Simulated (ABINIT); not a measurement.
**Quasiparticle gap of TaAgO3 (R3c) in ABINIT**

Wanted: ground state, empty states, screening and self-energy for TaAgO3 (R3c).

Method: LDA and many-body steps on it, plane waves, in ABINIT 10.8.3.

**Experimental background.**

- Gap 3.36 eV: indirect optical gap from Kubelka-Munk plot; UV-Vis diffuse reflectance; powder (pristine, solid-state reaction at 900 C) (“Fabrication of ILs-Assisted AgTaO3 Nanoparticles for the Water Splitting Reaction: The Effect of ILs on Morphology and Photoactivity”, 2020, pmc:7559565).

### Step 1. Starting point

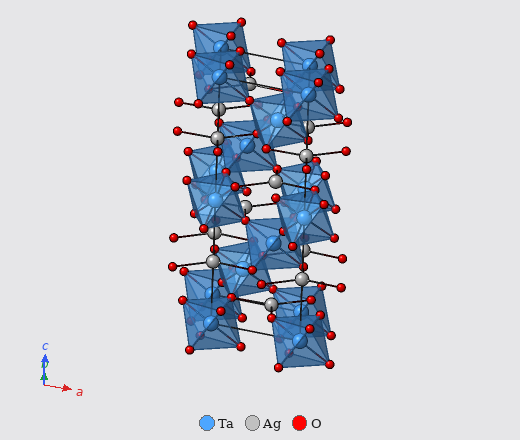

The cell as given, slightly off an axis (tantalum blue, silver light grey, oxygen red). This picture shows the conventional cell, with its axes. Some periodic images of atoms are drawn too.

The cell and positions come from the Crystallography Open Database and are kept as given unless a step says otherwise. Spin-orbit coupling is left out unless a step names it.

### Step 2. Ground state

This step: ABINIT 10.8.3; DFT, LDA, plane waves, norm-conserving pseudopotentials.

The ground-state density comes first.

The input, run.abi:

```
acell 3*1.0 Angstrom
rprim 
  2.764050000011 1.595825011582 4.571966666692
  -2.764050000011 1.595825011582 4.571966666692
  -0.000000000000 -3.191650023098 4.571966666716
ntypat 3
znucl 73 47 8
natom 10
typat 1 1 2 2 3 3 3 3 3 3
xred 
  0.000000000000 0.000000000000 0.000000000000
  0.500000000000 0.500000000000 0.500000000000
  0.249200000000 0.249200000000 0.249200000000
  0.749200000000 0.749200000000 0.749200000000
  0.810800000000 0.700900000000 0.241300000000
  0.241300000000 0.810800000000 0.700900000000
  0.700900000000 0.241300000000 0.810800000000
  0.741300000000 0.200900000000 0.310800000000
  0.200900000000 0.310800000000 0.741300000000
  0.310800000000 0.741300000000 0.200900000000
pp_dirpath "pseudos"
pseudos "Ta.upf, Ag.upf, O.upf"
ecut 39
ngkpt 4 4 4
nshiftk 1
shiftk 0 0 0
kptopt 1
chksymbreak 0
nband 59
occopt 1
tolvrs 1e-08
nstep 60
prtwf 0
optforces 0
optstress 0
indata_prefix "in"
outdata_prefix "out"
tmpdata_prefix "tmp"
```

On the command line:

```bash
> OMP_NUM_THREADS=1 mpirun -n 4 abinit run.abi > log
```

Numbers of over 12 decimals in the logs are rounded to 6 here.

The log of the run:

```text
.Version 10.8.3 of ABINIT. v10.8.2 released Aug 2026.

 Symmetries : space group R3 c (#161); Bravais hR (rhombohedral)
================================================================================
 Values of the parameters that define the memory need of the present run
     intxc =       0    ionmov =       0      iscf =       7    lmnmax =       8
     lnmax =       8     mgfft =      60  mpssoang =       4    mqgrid =    3001
     natom =      10  nloc_mem =       1    nspden =       1   nspinor =       1
    nsppol =       1      nsym =       6    n1xccc =    2501    ntypat =       3
    occopt =       1   xclevel =       1
-    mband =          59        mffmem =           1         mkmem =           4
       mpw =        9534          nfft =      216000          nkpt =          13
================================================================================
  Rough estimation (10% accuracy) of disk space for files :
================================================================================

--------------------------------------------------------------------------------
------------- Echo of variables that govern the present computation ------------
--------------------------------------------------------------------------------
 -outvars: echo values of preprocessed input variables --------
            acell      1.8897261259E+00  1.8897261259E+00  1.8897261259E+00 Bohr

      chksymbreak           0
             ecut      3.90000000E+01 Hartree
-          fftalg         312

              ixc       -1012
              kpt      0.00000000E+00  0.00000000E+00  0.00000000E+00
                       2.50000000E-01  0.00000000E+00  0.00000000E+00
                       5.00000000E-01  0.00000000E+00  0.00000000E+00
                       2.50000000E-01  2.50000000E-01  0.00000000E+00
                       5.00000000E-01  2.50000000E-01  0.00000000E+00
                      -2.50000000E-01  2.50000000E-01  0.00000000E+00
                       5.00000000E-01  5.00000000E-01  0.00000000E+00
                       2.50000000E-01  2.50000000E-01  2.50000000E-01
                       5.00000000E-01  2.50000000E-01  2.50000000E-01
                      -2.50000000E-01  2.50000000E-01  2.50000000E-01
                       5.00000000E-01  5.00000000E-01  2.50000000E-01
[...]
kptrlatt        4    0    0      0    4    0      0    0    4
          kptrlen      4.17863800E+01
P           mkmem           4
            natom          10
            nband          59
            ngfft          60      60      60
             nkpt          13
            nstep          60
             nsym           6
           ntypat           3
              occ      2.000000  2.000000  2.000000  2.000000  2.000000  2.000000
                       2.000000  2.000000  2.000000  2.000000  2.000000  2.000000
                       2.000000  2.000000  2.000000  2.000000  2.000000  2.000000
                       2.000000  2.000000  2.000000  2.000000  2.000000  2.000000
                       2.000000  2.000000  2.000000  2.000000  2.000000  2.000000
                       2.000000  2.000000  2.000000  2.000000  2.000000  2.000000
                       2.000000  2.000000  2.000000  2.000000  2.000000  2.000000
                       2.000000  2.000000  2.000000  2.000000  2.000000  2.000000
                       2.000000  2.000000  0.000000  0.000000  0.000000  0.000000
                       0.000000  0.000000  0.000000  0.000000  0.000000
        optforces           0
        optstress           0
            prtwf           0
            rprim      2.7640500000E+00  1.5958250116E+00  4.5719666667E+00
[...]
spgroup         161

           tolvrs      1.00000000E-08

             xred      0.0000000000E+00  0.0000000000E+00  0.0000000000E+00
[...]
znucl       73.00000   47.00000    8.00000

================================================================================

 chkinp: Checking input parameters for consistency.

================================================================================
== DATASET  1 ==================================================================
-   mpi_nproc: 4, omp_nthreads: 1 (-1 if OMP is not activated)

--- !DatasetInfo
iteration_state: {dtset: 1, }
dimensions: {natom: 10, nkpt: 13, mband: 59, nsppol: 1, nspinor: 1, nspden: 1, mpw: 9534, }
cutoff_energies: {ecut:  39.0, pawecutdg:  -1.0, }
electrons: {nelect:   1.00000000E+02, charge:   0.00000000E+00, occopt:   1.00000000E+00, tsmear:   1.00000000E-02, }

 Real(R)+Recip(G) space primitive vectors, cartesian coordinates (Bohr,Bohr^-1):
 R(1)=  5.2232975  3.0156722  8.6397649  G(1)=  0.0957250  0.0552668  0.0385813
 R(2)= -5.2232975  3.0156722  8.6397649  G(2)= -0.0957250  0.0552668  0.0385813
 R(3)=  0.0000000 -6.0313444  8.6397649  G(3)=  0.0000000 -0.1105337  0.0385813
 Unit cell volume ucvol=  8.1654866E+02 bohr^3
 Angles (23,13,12)=  5.94348581E+01  5.94348581E+01  5.94348581E+01 degrees

 getcut: wavevector=  0.0000  0.0000  0.0000  ngfft=  60  60  60
         ecut(hartree)=     39.000   => boxcut(ratio)=   2.02572

--- Pseudopotential description ------------------------------------------------
- Ta Generated using ONCVPSP code by D. R. Hamann
- 73.00000  13.00000  180309                  znucl, zion, pspdat
[...]
nproj     2     2     1     0
  pspatm : epsatm=    6.27558587
         --- l  ekb(1:nproj) -->
[...]
2   -1.033686
 pspatm: atomic psp has been read  and splines computed

   1.36462274E+04                                ecore*ucvol(ha*bohr**3)
--------------------------------------------------------------------------------

_setup2: Arith. and geom. avg. npw (full set) are    9497.922    9497.915

================================================================================

--- !BeginCycle
iteration_state: {dtset: 1, }
solver: {iscf: 7, nstep: 60, nline: 4, wfoptalg: 0, }
tolerances: {tolvrs: 1.00E-08, }

     iter   Etot(hartree)      deltaE(h)  residm     vres2
 ETOT  1  -537.08658276996    -5.371E+02 2.258E-01 9.965E+03
 ETOT  2  -536.29785525894     7.887E-01 3.823E-02 1.645E+04
 ETOT  3  -539.43462632438    -3.137E+00 1.741E-02 1.477E+03
 ETOT  4  -539.55692465452    -1.223E-01 1.406E-02 6.934E+02
 ETOT  5  -539.57383359559    -1.691E-02 4.567E-03 3.625E+02
 ETOT  6  -539.61163883112    -3.781E-02 5.348E-03 1.230E+01
 ETOT  7  -539.61239803822    -7.592E-04 1.236E-03 8.689E+00
 ETOT  8  -539.61337444518    -9.764E-04 2.257E-03 7.740E-03
 ETOT  9  -539.61337590250    -1.457E-06 1.250E-03 4.144E-03
 ETOT 10  -539.61337635386    -4.514E-07 1.409E-03 5.063E-06
 ETOT 11  -539.61337635578    -1.914E-09 6.582E-04 2.390E-07
 ETOT 12  -539.61337635582    -4.559E-11 6.037E-04 5.007E-09

 At SCF step   12       vres2   =  5.01E-09 < tolvrs=  1.00E-08 =>converged.

--- !ResultsGS
iteration_state: {dtset: 1, }
comment   : Summary of ground state results
lattice_vectors:
- [  5.2232975,   3.0156722,   8.6397649, ]
- [ -5.2232975,   3.0156722,   8.6397649, ]
- [ -0.0000000,  -6.0313444,   8.6397649, ]
lattice_lengths: [  10.53673,   10.53673,   10.53673, ]
lattice_angles: [ 59.435,  59.435,  59.435, ] # degrees, (23, 13, 12)
lattice_volume:   8.1654866E+02
convergence: {deltae: -4.559E-11, res2:  5.007E-09, residm:  6.037E-04, diffor:  0.000E+00, }
etotal    :  -5.39613376E+02
entropy   :   0.00000000E+00
fermie    :   2.41880863E-01
cartesian_stress_tensor: null
pressure_GPa: null
xred      :
- [  0.0000E+00,   0.0000E+00,   0.0000E+00, Ta]
- [  5.0000E-01,   5.0000E-01,   5.0000E-01, Ta]
- [  2.4920E-01,   2.4920E-01,   2.4920E-01, Ag]
- [  7.4920E-01,   7.4920E-01,   7.4920E-01, Ag]
- [  8.1080E-01,   7.0090E-01,   2.4130E-01,  O]
- [  2.4130E-01,   8.1080E-01,   7.0090E-01,  O]
- [  7.0090E-01,   2.4130E-01,   8.1080E-01,  O]
- [  7.4130E-01,   2.0090E-01,   3.1080E-01,  O]
- [  2.0090E-01,   3.1080E-01,   7.4130E-01,  O]
- [  3.1080E-01,   7.4130E-01,   2.0090E-01,  O]
cartesian_forces: null
force_length_stats: {min: null, max: null, mean: null, }

 Integrated electronic density in atomic spheres:
 ------------------------------------------------
 Atom  Sphere_radius  Integrated_density
[...]
================================================================================

 ----iterations are completed or convergence reached----

 Mean square residual over all n,k,spin=   12.226E-07; max=  60.373E-05
 reduced coordinates (array xred) for   10 atoms
[...]
0.700900000000      0.241300000000      0.810800000000
       0.741300000000      0.200900000000      0.310800000000
       0.200900000000      0.310800000000      0.741300000000
       0.310800000000      0.741300000000      0.200900000000
 rms dE/dt=  0.0000E+00; max dE/dt=  0.0000E+00; dE/dt below (all hartree)
    1       0.000000000000      0.000000000000      0.000000000000
    2       0.000000000000      0.000000000000      0.000000000000
    3       0.000000000000      0.000000000000      0.000000000000
    4       0.000000000000      0.000000000000      0.000000000000
    5       0.000000000000      0.000000000000      0.000000000000
    6       0.000000000000      0.000000000000      0.000000000000
    7       0.000000000000      0.000000000000      0.000000000000
    8       0.000000000000      0.000000000000      0.000000000000
    9       0.000000000000      0.000000000000      0.000000000000
   10       0.000000000000      0.000000000000      0.000000000000

 cartesian coordinates (angstrom) at end:
[...]
6     -1.574126    -0.558060     8.014658
    7      1.270357    -1.084204     8.014658
    8      1.493693     0.511621     5.728674
    9     -0.303769    -1.549387     5.728674
   10     -1.189924     1.037765     5.728674
 length scales=  1.889726125908  1.889726125908  1.889726125908 bohr
              =  1.000000000000  1.000000000000  1.000000000000 angstroms
 prteigrs : about to open file out_EIG
 Fermi (or HOMO) energy (hartree) =   0.24188   Average Vxc (hartree)=  -0.45838
 Eigenvalues (hartree) for nkpt=  13  k points:
 kpt#   1, nband= 59, wtk=  0.01563, kpt=  0.0000  0.0000  0.0000 (reduced coord)
  -3.02051   -3.02051   -2.25401   -2.25393   -1.68312   -1.68308   -1.68301   -1.68301
  -1.68296   -1.68296   -1.02727   -1.02727   -1.02702   -1.02395   -1.02395   -1.02363
  -0.41899   -0.38630   -0.38630   -0.34894   -0.34894   -0.34879    0.02132    0.02285
   0.02285    0.04161    0.04161    0.04456    0.11662    0.11662    0.12229    0.16118
   0.16350    0.16350    0.16494    0.16936    0.16936    0.18237    0.18237    0.18681
   0.18681    0.19338    0.19451    0.19668    0.19668    0.21346    0.21346    0.22164
   0.23602    0.23602    0.31718    0.32180    0.32180    0.32385    0.38887    0.44256
   0.44256    0.46033    0.50270
 prteigrs : prtvol=0 or 1, do not print more k-points.

--- !EnergyTerms
iteration_state     : {dtset: 1, }
comment             : Components of total free energy in Hartree
kinetic             :  2.06750323007215E+02
hartree             :  1.19316808327095E+02
xc                  : -1.00097572363099E+02
Ewald energy        : -3.74030055457853E+02
psp_core            :  1.67120811129373E+01
local_psp           : -3.96385503624749E+02
non_local_psp       : -1.18794573573708E+01
total_energy        : -5.39613376355824E+02
total_energy_eV     : -1.46836280075163E+04
band_energy         : -4.98657908449653E+01

== END DATASET(S) ==============================================================
================================================================================

 -outvars: echo values of variables after computation  --------
           etotal     -5.3961337636E+02
            nband          59
             nkpt          13
          spgroup         161
 [... the other variables as echoed above ...]

 Calculation completed.
```

The job ended after 2.8 min (4 MPI ranks of Arm Neoverse V1, shared host; peak memory 0.54 GiB).

This step gave:

| Property | Result |
| --- | --- |
| total energy | -14683.6280 eV |
| gap | 1.976 eV |
| k of the valence top | -0.25, 0.25, 0.25 |
| k of the conduction bottom | 0.5, 0.5, 0 |
| least direct gap | 2.048 eV |

The gap is indirect, with the least direct gap 0.07 eV higher.

[end of part 1 of 3]

[Paths, hosts, dates, memory and timing lines, banners, echoed tables and standing remarks are left out of the program output.]

[Logs are printed without paths, hosts, clocks, repeated set-up lines and the standing remarks that a program may print on its own settings, such as how far it seeks lower states.]

[Runs of the session that timed out or met a known fault of the program may be left out.]

[Hosts, paths, dates, database ids (printed as entryN), source tags and the programs' standing remarks are cut or masked in the printed files.]

[G0W0 gaps are taken among the corrected bands and points alone; a level outside them can change the order at an edge.]

[Where Ansatz stands beside ABINIT at settings called matched, ABINIT's density can come from a denser mesh and the files from another edition; pairs whose starting gaps differed by over 0.03 eV were left out, so agreement reads better than it is.]
